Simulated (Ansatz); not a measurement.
## Computed frozen-phonon scan: ZnCu (CsCl type)

ZnCu (CsCl type)

```
CELL_PARAMETERS angstrom
      5.92765     0.00000     0.00000
      2.96382     2.96382     0.00000
      2.96382     0.00000     2.96382
ATOMIC_POSITIONS crystal
  Zn 0.00000 0.00000 0.00000
  Zn 0.50000 0.00000 0.00000
  Cu 0.75000 0.50000 0.50000
  Cu 0.25000 0.50000 0.50000
```

A phonon eigenvector at R = (0.5, 0.5, 0.5) is frozen into this cell: atom i moves by Q times the vector below, so Q is the largest atomic displacement, in Å. The cell is held. It is one choice among 3 degenerate patterns. (q is in reciprocal vectors of the primitive cell; the cell shown is doubled to hold the pattern.)

```tsv
atom	x	y	z
Zn1	0.000	0.000	1.000
Zn2	0.000	0.000	-1.000
```

Atoms not listed stay in place.

Method: PBE (plane waves to 420 eV, PAW, scalar-relativistic; Ansatz, an electronic-structure program). k mesh 16×16×16 (Γ-centred), Fermi-Dirac smearing 0.05 eV. E stands for the smeared free energy. Stress and pressure are positive under compression. With partly filled bands, energies and forces of such displacements shift with the k mesh and the smearing. ZnCu is run without spin polarisation. ZnCu was relaxed with its symmetry unable to fall. The zero of ΔE is the undisplaced structure.

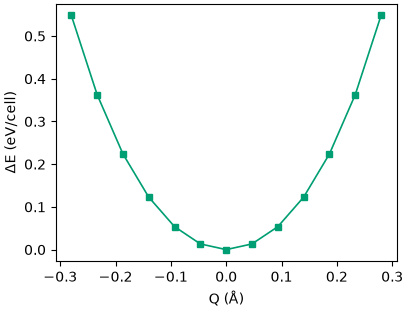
*ΔE (eV/cell) against Q (Å); computed points joined by lines.*

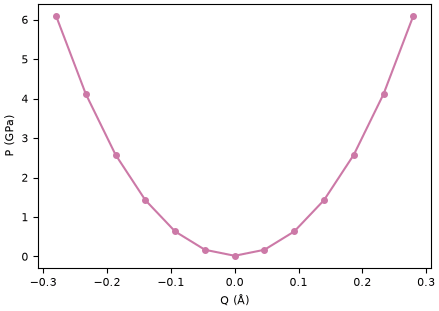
Figure: P (GPa) against Q (Å); markers are the computed points, lines only join them.

The energy at Q = 0.280 Å comes out as 549 meV/cell. Harmonic wavenumber from the curvature (finite differences): 159 cm⁻¹. Wavenumber by perturbation theory (DFPT, on another k mesh): 160 cm⁻¹. Shape of the curve: a single well with its minimum at or next to zero displacement. Space group of the distorted cell: I4/mmm (No. 139), lowered from Pm-3m.

E″ = 12.18 eV/Å², M = Σ mᵢ|uᵢ|² = 130.8 u, ν̃ = 521.5·√(|E″|/M).

(For displaced atoms, the force is minus the slope of the energy, and its curvature is a force constant, which sets phonon frequencies.)
